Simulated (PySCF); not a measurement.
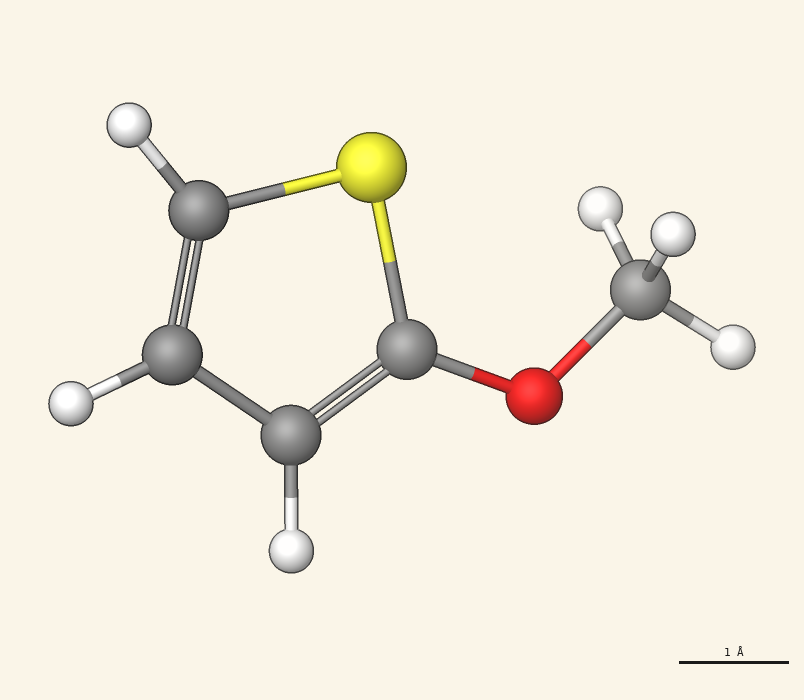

The picture shows a molecular structure as a ball-and-stick model. Multiple sticks mark multiple bonds (one Kekulé form). Colours: carbon grey, oxygen red, sulfur yellow, hydrogen white.

The geometry was computed by an optimisation with GFN2-xTB. No frequency run is at hand to confirm it as a minimum.

Describe the molecule.

The molecule is C5H6OS. As SMILES it reads `COc1cccs1`. Independent rings (smallest set): 1 of 5 members, 1 of them aromatic. Among its groups: ether. Coordination: 1 C tetrahedral; 1 O bent; 4 C trigonal planar; 1 S bent.

The parts below concern this one geometry. Atoms keep their numbers from picture to picture.

Geometry

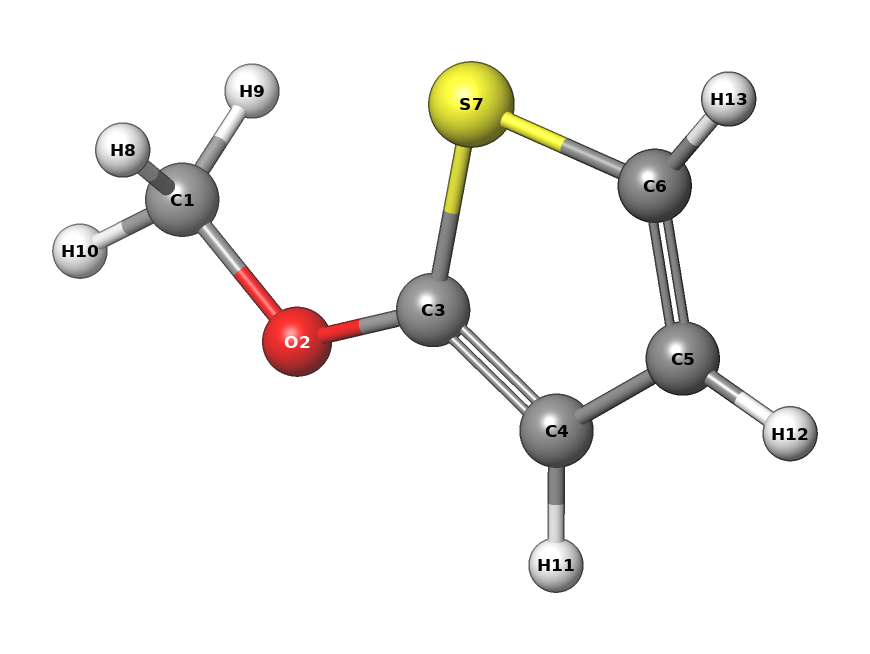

Atoms carry their numbers in the input. No frequency run is at hand to confirm it as a minimum.

Which atoms are bonded, and how long are the bonds?

| bond | length (Å) | order |
| --- | --- | --- |
| C1–O2 | 1.407 | single |
| C1–H8 | 1.095 | single |
| C1–H9 | 1.095 | single |
| C1–H10 | 1.088 | single |
| O2–C3 | 1.345 | single |
| C3–C4 | 1.362 | aromatic |
| C3–S7 | 1.741 | aromatic |
| C4–C5 | 1.414 | aromatic |
| C4–H11 | 1.073 | single |
| C5–C6 | 1.353 | aromatic |
| C5–H12 | 1.075 | single |
| C6–S7 | 1.726 | aromatic |
| C6–H13 | 1.071 | single |

NMR shielding

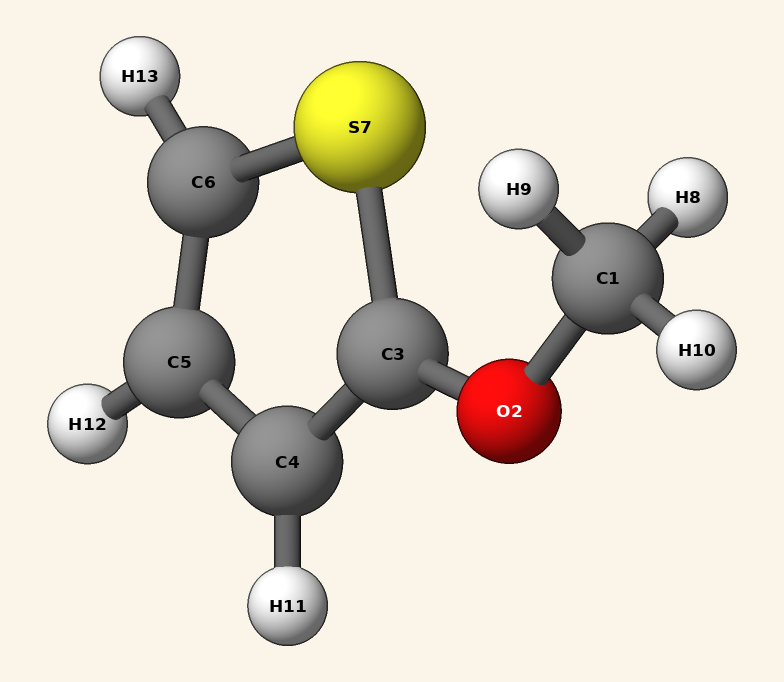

No frequency run is at hand to confirm it as a minimum. Level of theory: GIAO PBE0/pcSseg-1 NMR shielding, non-relativistic, gas phase (PySCF 2.14.0). Principal shieldings σ11 ≤ σ22 ≤ σ33, span Ω = σ33 − σ11, skew κ = 3(σiso − σ22)/Ω.

Give the shielding tensors of the O atoms.

```json
{"atom": "O2", "σ11": "110.7", "σ22": "284.5", "σ33": "297.6", "σiso": "230.9", "Ω": "186.9", "κ": "−0.86"}
```

Shieldings and span in ppm.

Charges

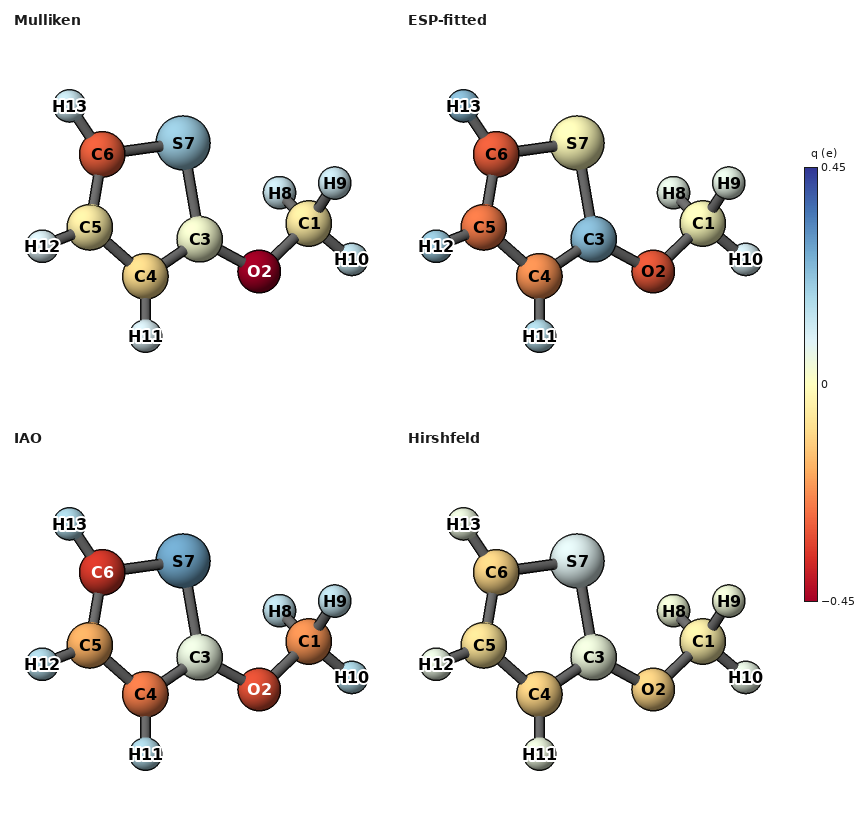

Atomic charges of one calculation by 4 schemes, on one colour scale. No frequency run is at hand to confirm it as a minimum. Computed with PBE0/pcSseg-1 (PySCF 2.14.0).

Which scheme gives the most polar picture (largest mean size of the charges)?

The IAO charges are the largest in size here, and the Hirshfeld charges the smallest.

On which atom do the schemes disagree most?

On O2 (from −0.45 to −0.11 e).

List the charges (e), one line for each set of equivalent atoms. Atoms whose distances differ by more than 0.02 Å in this geometry are listed apart.

| atom | Mulliken | ESP-fitted | IAO | Hirshfeld |
| --- | --- | --- | --- | --- |
| C1 | −0.05 | 0.00 | −0.21 | −0.04 |
| O2 | −0.45 | −0.30 | −0.31 | −0.11 |
| C3 | 0.03 | 0.23 | 0.05 | 0.05 |
| C4 | −0.09 | −0.22 | −0.25 | −0.11 |
| C5 | −0.04 | −0.25 | −0.17 | −0.07 |
| C6 | −0.29 | −0.29 | −0.34 | −0.10 |
| S7 | 0.20 | −0.01 | 0.27 | 0.08 |
| H8 | 0.12 | 0.06 | 0.14 | 0.04 |
| H9 | 0.12 | 0.07 | 0.14 | 0.04 |
| H10 | 0.14 | 0.11 | 0.17 | 0.06 |
| H11 | 0.10 | 0.16 | 0.17 | 0.05 |
| H12 | 0.09 | 0.20 | 0.16 | 0.06 |
| H13 | 0.13 | 0.23 | 0.17 | 0.05 |

Quadrupole coupling

No frequency run is at hand to confirm it as a minimum. Electric field gradients from the ground-state density, PBE0/pcSseg-1 (PySCF 2.14.0), non-relativistic apart from any core potentials.

Give the largest field-gradient component, the quadrupole coupling constant and the asymmetry for 17O at O2 (Q = −25.6 mb), 33S at S7 (Q = −67.81 mb).

```
atom  V_zz (a.u.)  e²qQ/h (MHz)     η
  O2        1.932        −11.62  0.79
  S7        1.913         −30.5  0.71
```

Ring current

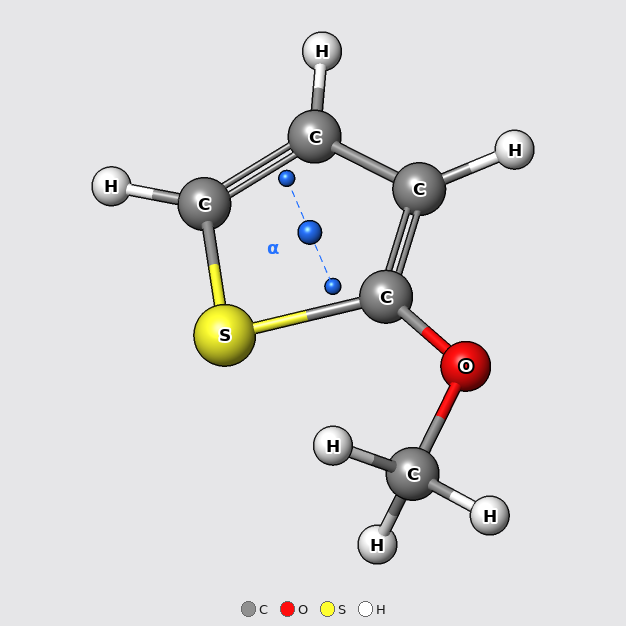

The small points mark where nucleus-independent chemical shifts (NICS) were computed: at the centre of each lettered ring and 1 Å above and below it. No frequency run is at hand to confirm it as a minimum. Properties computed with GIAO PBE0/pcSseg-1 NMR shielding, non-relativistic, gas phase (PySCF 2.14.0).

Give NICS(0), NICS(1) and the out-of-plane component NICS(1)zz for each ring (means of the two sides).

```tsv
ring	members	NICS(0)	NICS(1)	NICS(1)zz
α	C4S	−13.1	−10.6	−24.4
```

Values in ppm.

What do the values say about the ring currents?

Ring α: diatropic, as in an aromatic ring. NICS is one index among several.

Mulliken values depend strongly on the basis set and can even reverse the polarity of a bond.
